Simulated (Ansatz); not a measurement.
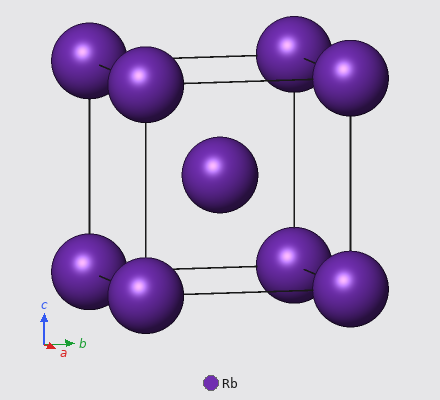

Rb (Im-3m, No. 229): a calculation's starting geometry.

```cif
data_structure
_symmetry_space_group_name_H-M 'Im-3m'
_symmetry_Int_Tables_number 229
_cell_length_a 5.5900
_cell_length_b 5.5900
_cell_length_c 5.5900
_cell_angle_alpha 90.000
_cell_angle_beta 90.000
_cell_angle_gamma 90.000
_cell_volume 174.68
loop_
_atom_site_label
_atom_site_type_symbol
_atom_site_symmetry_multiplicity
_atom_site_Wyckoff_symbol
_atom_site_fract_x
_atom_site_fract_y
_atom_site_fract_z
_atom_site_occupancy
Rb1 Rb 2 a 0.00000 0.00000 0.00000 1
```

What will a HAADF-like image along [210] show? Simulation: incoherent imaging, intensity Z^1.8 per atom, probe width 1.25 Å, thin sample. The probe carries 15 % of its weight in a tail 2.5 times as wide.

The columns repeat on a centred rectangular net of 2.50 × 5.59 Å (plane group c2mm). All columns are alike (Rb). The shortest distance between visible columns is 2.50 Å in projection. Along the beam the structure repeats every 12.50 Å.

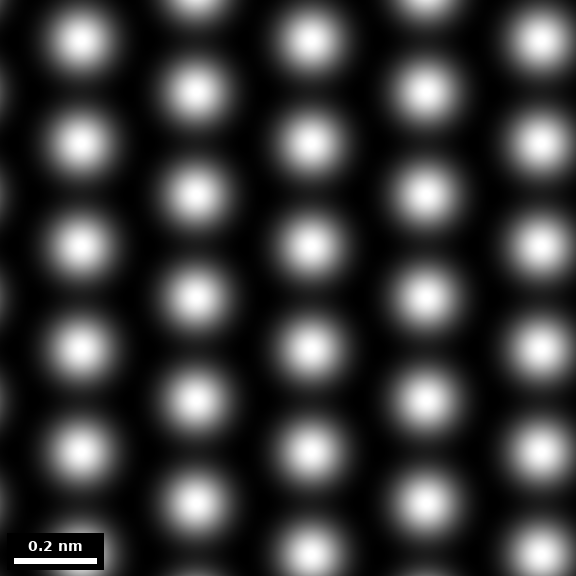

The simulated image.
